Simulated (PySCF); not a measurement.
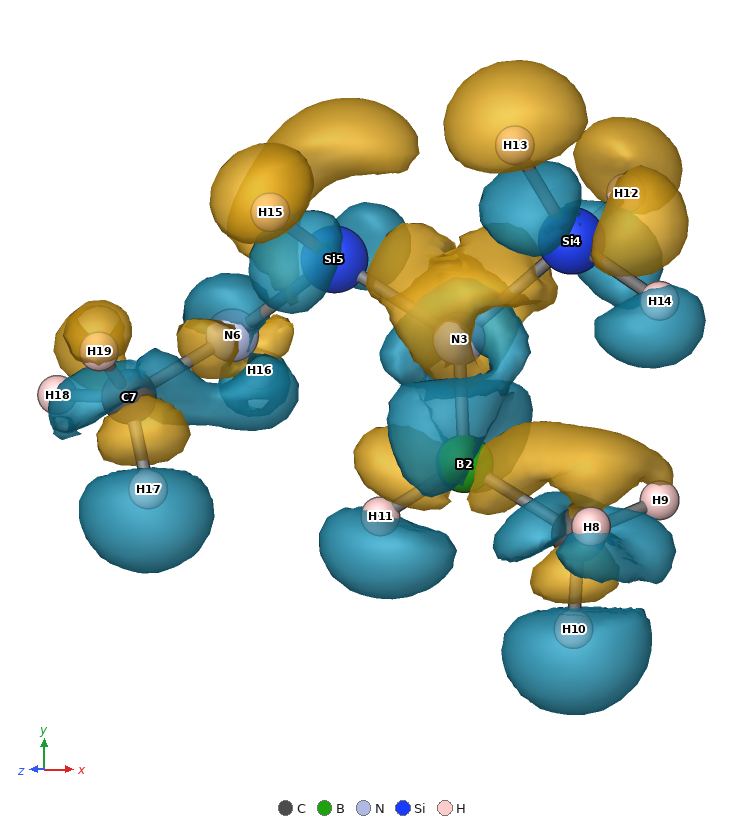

C$_{2}$H$_{12}$BN$_{2}$Si$_{2}$, doublet, SMILES `CBN([SiH3])[SiH]NC`. Change of the electron density in a uniform field of 0.26 V/Å, surfaces at ±0.002 e/Å³ (yellow: gain, teal: loss).

Level of theory: TPSSh/6-31+G* (PySCF), at a geometry from GFN2-xTB. No frequency check shows the geometry to be a minimum. The basis has diffuse s and p functions alone, which still leaves polarisabilities too small, most of all across bonds. The stability of the open-shell solution wasn't checked. GFN2-xTB doesn't know the spin state, so this open-shell geometry is rough.

Along which Cartesian direction does the field point?

Answer. Along −y: electrons gather on the +y side, against the field.

How large is the response?

Answer. The induced dipole is 1.38 D (along the field); α along this axis, from the fields in both directions, is 108 bohr³ (16.0 Å³).

Which atoms gain and lose the most charge?

Answer. Electrons gather most on Si5 (Hirshfeld charge changes by −0.019 e) and leave H10 most (+0.012 e); 0.114 electrons are displaced in all.
